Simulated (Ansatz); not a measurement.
**CH₅BOSi (SMILES BC(O)=[SiH2]): density, localisation and related maps**

Input file:

```
crystal:
  periodic: [false, false, false]
  atoms:
    - { symbol: B, position_ang: [-0.06999, 1.39525, -0.37299] }
    - { symbol: C, position_ang: [0.25946, -0.04821, -0.13552] }
    - { symbol: O, position_ang: [1.43852, -0.64832, -0.63989] }
    - { symbol: Si, position_ang: [-0.74118, -1.21134, 0.78832] }
    - { symbol: H, position_ang: [0.65886, 2.07634, -0.99699] }
    - { symbol: H, position_ang: [-1.06224, 1.83609, 0.06962] }
    - { symbol: H, position_ang: [1.91932, 0.03331, -1.11915] }
    - { symbol: H, position_ang: [-0.40054, -2.61244, 1.00623] }
    - { symbol: H, position_ang: [-2.00221, -0.82068, 1.40037] }
basis:
  gaussian: { orbitals: cc-pVDZ }
hamiltonian:
  xc: b3lyp
relax:
  f_tol: 0.015
  max_steps: 40
output:
  orbitals: {}
```

Command:

```sh
ansatz run input.yaml --threads 1 --pin off --max-ram 2048MiB --backend cpu --events-out ev --progress --plain --runs-dir out
```

The fields are those of the relaxed geometry.

The calculation used Ansatz 0.2.0, RKS B3LYP/cc-pVDZ.

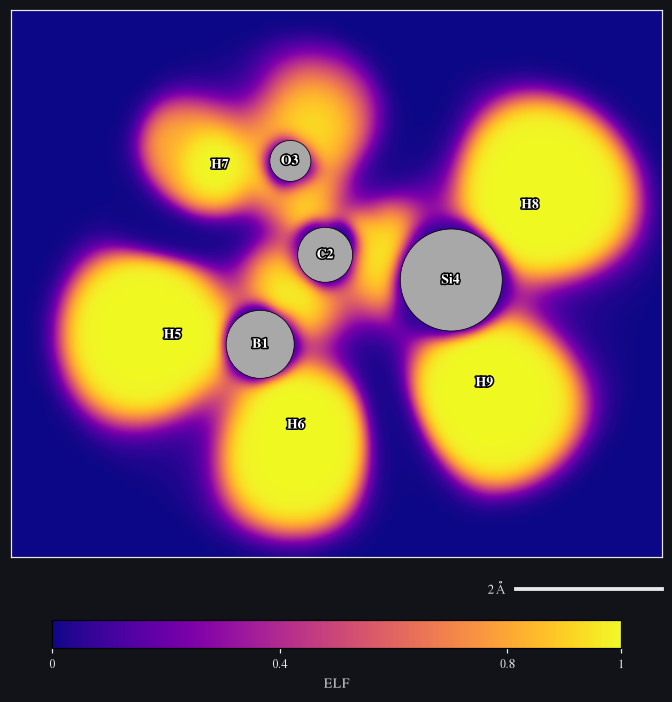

Figure 1. Electron localisation function on the molecular plane. Grey discs cover the atomic cores.

What do the fields say about this system?

Answer.
- The plane passes through B, C, O, Si and H nuclei.
- C–O (1.37 Å): the ELF peaks at about 0.90 between the atoms: a polar covalent bond.
- C–B (1.52 Å): the ELF peaks at about 0.95 between the atoms: a covalent bond.
- C–Si (1.76 Å): the ELF peaks at about 0.95 between the atoms, as expected for localised, covalent bonding.
- O–H (0.97 Å): the ELF climbs to about 1 towards the hydrogen, as it does in any bond to H; an ordinary covalent bond to hydrogen.
- B–H (1.20 Å): the ELF climbs to about 1 towards the hydrogen: a covalent bond by its length.
- The ELF also peaks beside O3, away from the bonds: lone-pair regions.

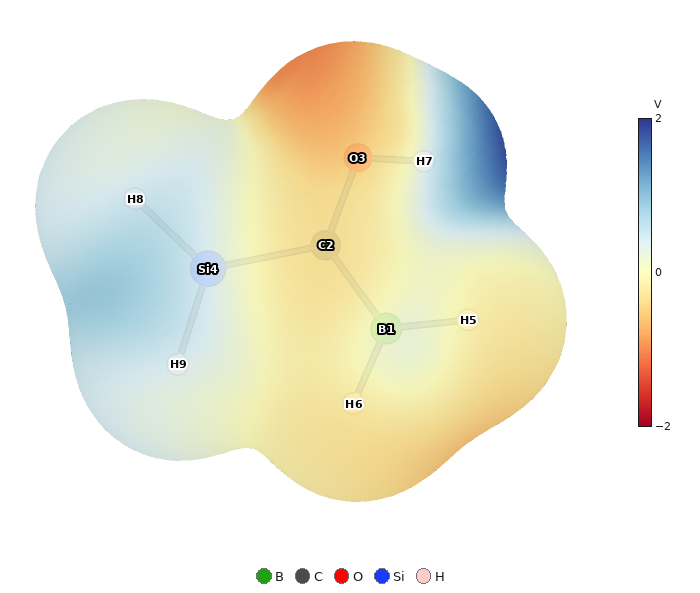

Figure 2. The electrostatic potential painted on the density surface at 0.001 e/bohr³, seen at a tilt; red is negative and blue positive.

Where is the surface potential most negative and most positive?

Answer. The most negative region (about −1.0 V, or −23 kcal/mol for a unit charge) lies over O3, the most positive (about +1.8 V, or +42 kcal/mol for a unit charge) over H7.

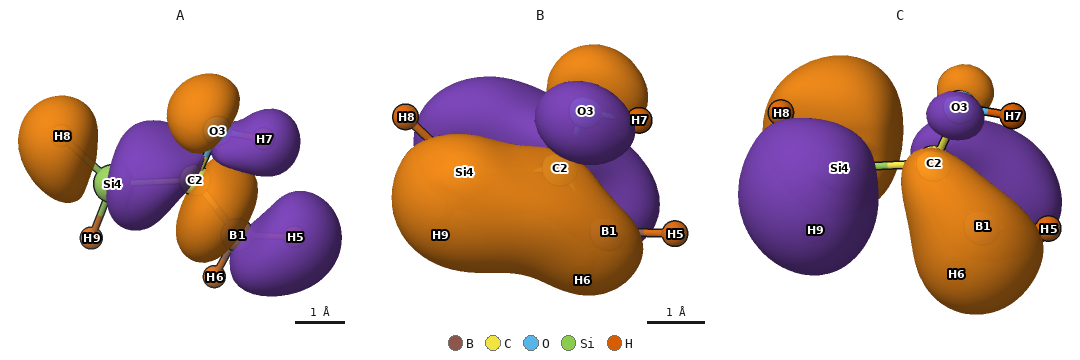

Figure 3. Three frontier orbitals at ±0.08 Å⁻³ᐟ² (orange and purple are the two phases), in no order.

Order the three orbitals by energy and name them.

Answer. A is the HOMO−1 (−8.33 eV). It lies mainly on C2 (about 30 %), B1 (about 20 %), O3 (about 15 %), Si4 (about 15 %) and H5 (about 10 %); it is symmetric in the molecular plane (an in-plane orbital: σ, lone-pair or in-plane π type). B is the HOMO (−5.97 eV). It lies mainly on Si4 (about 35 %), C2 (about 25 %), O3 (about 25 %) and B1 (about 15 %); it changes sign across the molecular plane (π type); π-bonding across B1–C2 and C2–Si4; π-antibonding (a node) across C2–O3. C is the LUMO (−2.36 eV). Its weight (Hirshfeld) is mainly on Si4 (about 45 %), B1 (about 25 %) and C2 (about 10 %); it changes sign across the molecular plane (π type); π-bonding across B1–C2.

What is the HOMO–LUMO gap?

Answer. 3.61 eV between the orbital energies.

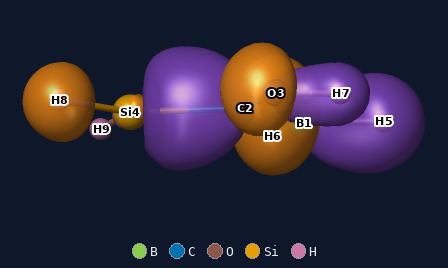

Figure 4. The HOMO−1 at ±0.15 Å⁻³ᐟ² (orange and purple are the two phases), seen from one side.

What is the character of this orbital?

Answer. Its weight (Hirshfeld) is mainly on C2 (about 30 %), B1 (about 20 %), O3 (about 15 %), Si4 (about 15 %) and H5 (about 10 %); it is symmetric in the molecular plane (an in-plane orbital: σ, lone-pair or in-plane π type). Its energy is −8.33 eV.
